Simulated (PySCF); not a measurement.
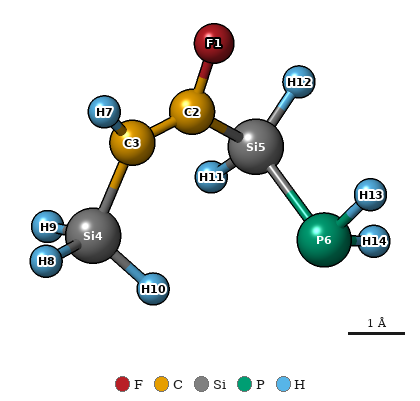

**Figure 1.** The structure (ball-and-stick view, seen at a tilt; atoms are numbered from 1 in the order of the input). Bond lengths as drawn: C–C 1.33 Å, C–F 1.37 Å, C–H 1.08 Å, C–Si 1.88 to 1.90 Å, H–P 1.38 to 1.39 Å, H–Si 1.46 to 1.47 Å and P–Si 2.24 Å.

**Excited-state calculation, with input and output: C₂H₈FPSi₂**

C₂H₈FPSi₂, computed with TDDFT B3LYP/def2-SVPD, vertical, gas phase, core orbitals frozen in the response (PySCF 2.14.0).

The geometry comes from this level: GFN2-xTB.

Input:
```
{"job": {"kind": "uv", "xc": "B3LYP", "basis": "def2-SVPD", "nstates": 8, "ntriplets": 3}, "charge": 0, "multiplicity": 1}
F     -0.397546     1.414367     2.124471
C      0.067047     0.620986     1.109202
C      1.293135     0.840818     0.655990
Si     2.114884    -0.131219    -0.724202
Si    -1.228461    -0.658541     0.579619
P     -2.019734    -0.041603    -1.425540
H      1.860937     1.639103     1.121242
H      3.217235     0.684155    -1.239816
H      2.646195    -1.381848    -0.170815
H      1.152862    -0.419836    -1.788282
H     -0.594364    -1.971457     0.426615
H     -2.230761    -0.683064     1.650829
H     -2.790687     1.005526    -0.947746
H     -3.091420    -0.917862    -1.393732
```

The first line tells a small driver script what to run in PySCF; the rest is the geometry in Å.

Command:
```bash
OMP_NUM_THREADS=1 python <driver script> task.json out
```

The program's output:
```
coarse grid: 13096 points
cycle   1  E = -1100.6376444796  dE =  2.918e-01  |g| = 4.763e-01  |ddm| = 4.544e+00
cycle   2  E = -1100.5851489730  dE =  5.250e-02  |g| = 6.995e-01  |ddm| = 1.211e+00
cycle   3  E = -1100.6837935209  dE = -9.864e-02  |g| = 8.623e-02  |ddm| = 6.917e-01
cycle   4  E = -1100.6853247850  dE = -1.531e-03  |g| = 4.418e-02  |ddm| = 1.699e-01
cycle   5  E = -1100.6858253901  dE = -5.006e-04  |g| = 1.170e-02  |ddm| = 6.079e-02
cycle   6  E = -1100.6858476319  dE = -2.224e-05  |g| = 4.960e-03  |ddm| = 1.761e-02
cycle   7  E = -1100.6858538782  dE = -6.246e-06  |g| = 5.765e-04  |ddm| = 6.642e-03
final grid: 112776 points
cycle   8  E = -1100.8238804777  dE = -1.658e-05  |g| = 5.215e-03  |ddm| = 7.692e-02
cycle   9  E = -1100.8238702441  dE =  1.023e-05  |g| = 9.119e-03  |ddm| = 1.251e-02
cycle  10  E = -1100.8238859533  dE = -1.571e-05  |g| = 5.613e-04  |ddm| = 7.772e-03
cycle  11  E = -1100.8238860223  dE = -6.898e-08  |g| = 2.704e-04  |ddm| = 1.045e-03
cycle  12  E = -1100.8238860407  dE = -1.835e-08  |g| = 7.267e-05  |ddm| = 3.903e-04
cycle  13  E = -1100.8238860419  dE = -1.282e-09  |g| = 2.340e-05  |ddm| = 1.172e-04
cycle  14  E = -1100.8238860421  dE = -1.489e-10  |g| = 3.916e-06  |ddm| = 4.076e-05
```

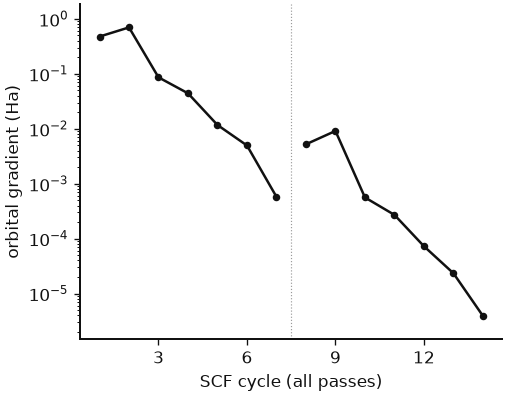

**Figure 2.** Convergence of the self-consistent field: orbital gradient against the SCF cycle. The dotted line marks the change from a coarse to the final integration grid. The first 7 cycles use a coarse grid, the final grid takes over at cycle 8, and the field converges after 14 cycles in all.

```
converged SCF energy = -1100.8238860421

Static polarisability (au): isotropic 106.832, principal 89.794 105.502 125.200

Singlet excitations
state   eV       nm        f      main configurations
  1   5.3672    231.0   0.05959   H->L 0.84, H-1->L 0.14
  2   6.0124    206.2   0.19949   H-1->L 0.78, H->L 0.13
  3   6.3107    196.5   0.01492   H->L+1 0.52, H->L+2 0.25, H->L+3 0.09
  4   6.4556    192.1   0.00847   H->L+2 0.62, H->L+1 0.18
  5   6.5334    189.8   0.00831   H->L+3 0.53, H->L+1 0.18, H-2->L 0.17
  6   6.6375    186.8   0.01526   H-2->L 0.62, H->L+3 0.21
  7   6.7408    183.9   0.09271   H-1->L+1 0.71, H-1->L+2 0.09
  8   6.8282    181.6   0.00674   H-1->L+2 0.56, H-1->L+3 0.13

Triplet excitations (Tamm-Dancoff, eV): 3.9334 5.1672 5.6829
```

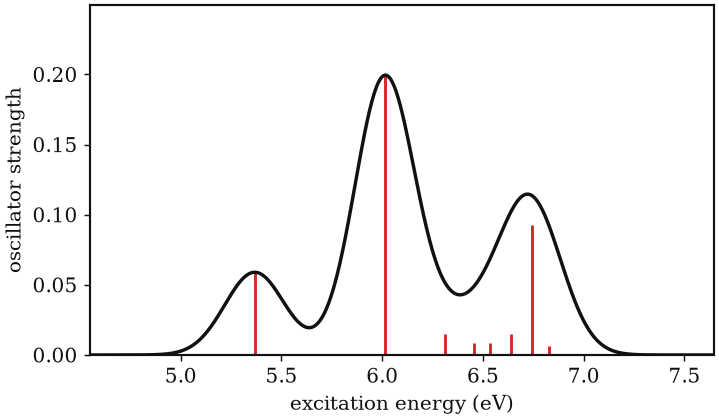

**Figure 3.** Computed excitations as sticks (degenerate states added up, dark ones marked on the axis), with a Gaussian envelope of 0.35 eV full width at half maximum, scaled to the tallest. Of the 8 states the lowest lies at 5.37 eV (f = 0.060); the strongest line is at 6.01 eV, or 206 nm (f = 0.199).

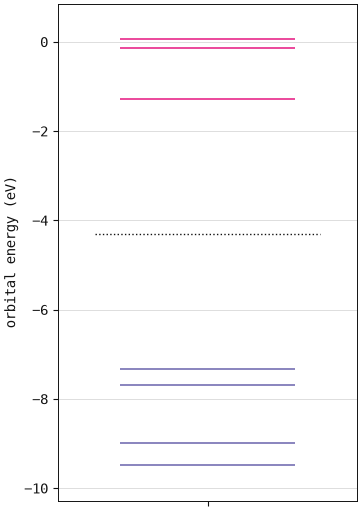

**Figure 4.** Orbital energies near the frontier; the dotted line parts filled from empty levels, and levels within 0.02 eV of each other stand side by side. Highest filled −7.34 eV, lowest empty −1.28 eV, 6.06 eV apart.

Summary:

| quantity | value |
| --- | --- |
| outcome | converged |
| total energy | −1100.823886 hartree |
| HOMO | −7.34 eV |
| LUMO | −1.28 eV |
| dipole moment | 0.93 D |
| mean polarisability | 106.83 a.u. |
| lowest singlet excitation | 5.37 eV |
| hardware | 1 CPU thread, shared host |
| wall time | 72 s |
| peak memory | 0.76 GiB |
